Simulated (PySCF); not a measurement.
# C2H7BSi: magnetic properties

Wanted: magnetic properties for C2H7BSi (`C=CB[SiH3]`).

Programs: PySCF 2.14.0, with routines of our own; each step states its level. All values are computed. Atoms count from 0.

### Step 1. The system as given

11 atoms, charge 0, multiplicity 1; geometry from: GFN2-xTB.

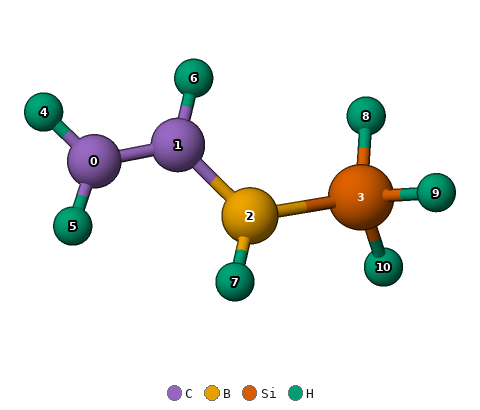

The starting geometry (carbon purple, boron amber, silicon orange, hydrogen teal).

### Step 2. Geometry optimisation at PBE0-D3(BJ)/def2-SVP

Job settings and geometry (Å):

```
{"job": {"xc": "PBE0", "basis": "def2-SVP", "d3": "d3bj", "grid": 1, "kind": "geom"}, "charge": 0, "multiplicity": 1}
C     -1.677935     0.586360     1.444717
C     -0.570003     0.028587     0.950191
B     -0.270404    -0.090622    -0.561050
Si     1.547832    -0.401615    -1.226190
H     -1.849569     0.719056     2.503188
H     -2.455800     0.956817     0.795353
H      0.169571    -0.303488     1.673995
H     -1.178611     0.026074    -1.297443
H      2.602889    -0.362905    -0.199127
H      1.700461    -1.721937    -1.864266
H      1.986993     0.566345    -2.245332
```

The run is started by

```bash
> OMP_NUM_THREADS=1 python excited_run.py task.json out
```

One launch serves the whole session: the jobs run in the order shown.

Standard output:

```text
step   0  E = -394.27955375  max force = 0.019754
step   1  E = -394.28384359  max force = 0.001798
step   2  E = -394.28398171  max force = 0.001123
step   3  E = -394.28406516  max force = 0.000908
step   4  E = -394.28412501  max force = 0.000882
step   5  E = -394.28418015  max force = 0.001035
step   6  E = -394.28421077  max force = 0.000567
step   7  E = -394.28422171  max force = 0.000245
optimisation converged
```

Run time: 17 s. Hardware: 1 thread of Arm Neoverse V1, shared host; peak memory 0.45 GiB.

The steps of the relaxation:

```
step  energy from step 0 (eV)  largest force component (eV/Å)
   0                   0.0000                          1.0158
   1                  -0.1167                          0.0925
   2                  -0.1205                          0.0577
   3                  -0.1228                          0.0467
   4                  -0.1244                          0.0454
   5                  -0.1259                          0.0532
   6                  -0.1267                          0.0292
   7                  -0.1270                          0.0126
```

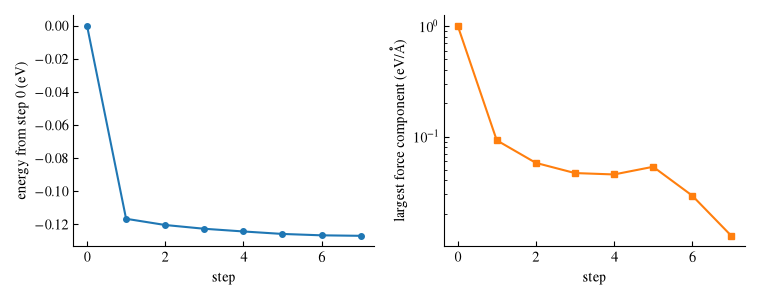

Energy and force, step by step.

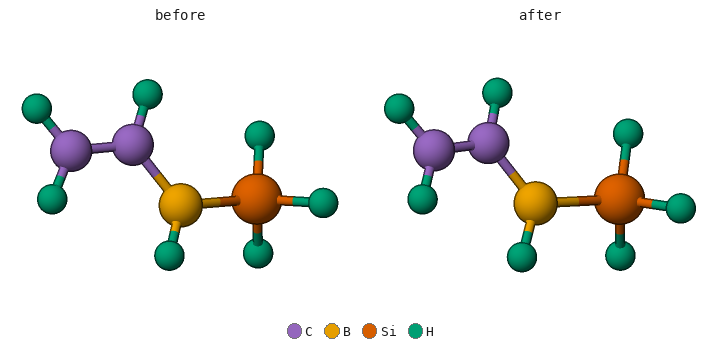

Before and after, at one scale.

Close pairs (by a distance rule), those that changed most:

```
   bond  before (Å)  after (Å)  change (Å)
 B2–Si3       1.961      2.019      +0.058
  B2–H7       1.175      1.214      +0.039
 Si3–H9       1.474      1.502      +0.028
Si3–H10       1.473      1.500      +0.027
 Si3–H8       1.473      1.499      +0.026
  C0–H5       1.079      1.096      +0.017
  C0–H4       1.080      1.097      +0.016
  C0–C1       1.335      1.348      +0.013
```

The next job starts from the end point, and lists it.

```
                         at the end point                 value
  point group (found at 0.08 Å tolerance)                    C1
rotational constants (GHz, main isotopes)  27.845, 2.151, 2.044
                        dipole moment (D)                  2.14
```

### Step 3. Magnetic properties: GIAO wB97X-D/pcSseg-1

Job settings and geometry (Å):

```
{"job": {"kind": "mag", "xc": "wB97X-D", "basis": "pcSseg-1", "isotopologues": 4}, "charge": 0, "multiplicity": 1}
C     -1.643345     0.527589     1.402994
C     -0.398434     0.227336     0.981733
B     -0.074034     0.142516    -0.522781
Si     1.733481    -0.328204    -1.289718
H     -1.911766     0.597960     2.464020
H     -2.448137     0.714245     0.683276
H      0.367846     0.050108     1.747251
H     -0.981513     0.353202    -1.301475
H      2.833450    -0.407609    -0.274295
H      1.642262    -1.669082    -1.960984
H      2.149681     0.656037    -2.342163
```

Level: GIAO wB97X-D/pcSseg-1 magnetisability, rotational g tensor and spin-rotation constants, non-relativistic, gas phase.

Standard output:

```text
coarse grid: 9224 points
cycle   1  E = -394.6054714264  dE =  4.451e-02  |g| = 2.175e-01  |ddm| = 2.724e+00
cycle   2  E = -394.6166572312  dE = -1.119e-02  |g| = 1.539e-01  |ddm| = 3.752e-01
cycle   3  E = -394.6223760831  dE = -5.719e-03  |g| = 3.953e-02  |ddm| = 1.410e-01
cycle   4  E = -394.6228446506  dE = -4.686e-04  |g| = 1.519e-02  |ddm| = 6.022e-02
cycle   5  E = -394.6229087282  dE = -6.408e-05  |g| = 2.031e-03  |ddm| = 1.893e-02
cycle   6  E = -394.6229114054  dE = -2.677e-06  |g| = 7.017e-04  |ddm| = 6.549e-03
final grid: 83160 points
cycle   7  E = -394.6480958268  dE = -6.753e-05  |g| = 2.461e-03  |ddm| = 2.576e-02
cycle   8  E = -394.6480975716  dE = -1.745e-06  |g| = 1.033e-03  |ddm| = 6.009e-03
cycle   9  E = -394.6480977953  dE = -2.237e-07  |g| = 4.074e-04  |ddm| = 1.306e-03
cycle  10  E = -394.6480978468  dE = -5.142e-08  |g| = 1.558e-04  |ddm| = 7.791e-04
cycle  11  E = -394.6480978546  dE = -7.791e-09  |g| = 4.866e-05  |ddm| = 1.887e-04
cycle  12  E = -394.6480978557  dE = -1.099e-09  |g| = 1.608e-05  |ddm| = 9.887e-05
cycle  13  E = -394.6480978558  dE = -1.861e-10  |g| = 4.019e-06  |ddm| = 3.325e-05
converged SCF energy = -394.6480978558

Magnetisability tensor (1e-30 J/T^2)
     -612.54      -89.27       22.24
      -89.27     -952.80       -0.46
       22.24       -0.46     -489.12
isotropic -684.82   principal values    -974.85   -594.99   -484.62
isotropic susceptibility -41.241 1e-6 cm^3/mol

Inertial axes            a          b          c
rot. const./GHz     27.8455     2.1508     2.0439
chi total           -34.380    -30.636    -58.706
chi diamagnetic    -127.760   -645.972   -685.198
chi paramagnetic     93.380    615.336    626.492
quadrupole/D A        2.665     -0.723     -1.941
g nuclear            0.8448     0.5909     0.5999
g electronic        -1.2216    -0.6218    -0.6016
g total             -0.3768    -0.0309    -0.0017

Spin-rotation constants (kHz, H = +C I.J)
atom  isotope        aa         bb         cc
  2    11B       12.541      1.148      0.284
  4     1H        1.158     -0.068     -0.214
  5     1H       -2.430      0.206     -0.227
  6     1H       -2.590      0.268     -0.226
  7     1H       -2.051      0.269     -0.212
  8     1H       -2.317      0.062     -0.184
  9     1H       -1.656     -0.195      0.013
 10     1H       -1.243     -0.153     -0.054
  0    13C*      12.263      1.066      0.325
  1    13C*      10.993      1.171      0.229
  3   29Si*     -13.755     -1.050     -1.098
* in the singly substituted isotopologue

Isotopologues: g along a, b, c
2H    at 4,5,6,7,8,9,10    -0.2212    -0.0263    -0.0014
13C   at 0                 -0.3766    -0.0301    -0.0018
13C   at 1                 -0.3734    -0.0307    -0.0018
10B   at 2                 -0.3828    -0.0309    -0.0017
```

Wall time 9.4 s (1 thread of Arm Neoverse V1, shared host); peak memory 0.53 GiB.

Key values:

```
              quantity                      value
       magnetisability            -685·10⁻³⁰ J/T²
  molar susceptibility         -41.2·10⁻⁶ cm³/mol
rotational g (a, b, c)  -0.3768, -0.0309, -0.0017
```

### Step 4. What came out

| quantity | value |
| --- | --- |
| point group | C1 |
| rotational constants (main isotopes) | 27.85, 2.15, 2.04 GHz |
| magnetisability (step 3, GIAO wB97X-D/pcSseg-1) | -685·10⁻³⁰ J/T² |
| molar susceptibility (step 3, GIAO wB97X-D/pcSseg-1) | -41.2·10⁻⁶ cm³/mol |
| rotational g (a, b, c) (step 3, GIAO wB97X-D/pcSseg-1) | -0.3768, -0.0309, -0.0017 |

What this shows: Relaxing lowered the energy by 0.127 eV in 7 steps; the close pair that moved most is B2–Si3, from 1.961 to 2.019 Å. No frequency check was run at this level, so the end point may be a saddle. Vibrational averaging and real surroundings are missing from these values.
